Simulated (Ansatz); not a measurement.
The figure comes from a scan of ZrB$_{2}$ (AlB2 type, space group P6/mmm): a phonon pattern at M = (0.5, 0.0, 0.0) is frozen into a 6-atom cell, Q being the largest atomic displacement. Calculation: r2SCAN (plane waves to 500 eV, PAW, scalar-relativistic; Ansatz, a quantum-chemistry and plane-wave program). k mesh 17×17×13 (Γ-centred), Fermi-Dirac smearing 0.05 eV. E stands for the smeared free energy. With partly filled bands, energies and forces of such displacements shift with the k mesh and the smearing. ZrB2 is run without spin polarisation. ZrB2 was relaxed with its symmetry unable to fall. ΔE is measured from the undisplaced structure.

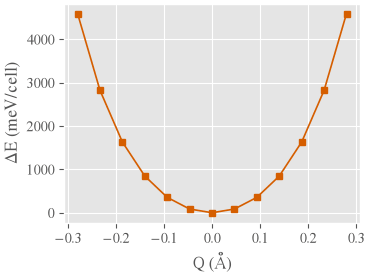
Fig. 1. ΔE (meV/cell) against Q (Å); markers are the computed points, lines only join them.

Task: Read the plotted values off the figure, to the accuracy that the plot allows.

Result: To the nearest 100:

| Q (Å) | ΔE (meV/cell) |
|---|---|
| -0.280 | 4600 |
| -0.233 | 2800 |
| -0.187 | 1600 |
| -0.140 | 800 |
| -0.093 | 400 |
| -0.047 | 100 |
| 0.000 | 0 |
| 0.047 | 100 |
| 0.093 | 400 |
| 0.140 | 800 |
| 0.187 | 1600 |
| 0.233 | 2800 |
| 0.280 | 4600 |

(For displaced atoms, the force is minus the slope of the energy, and its curvature is a force constant, which sets phonon frequencies.)
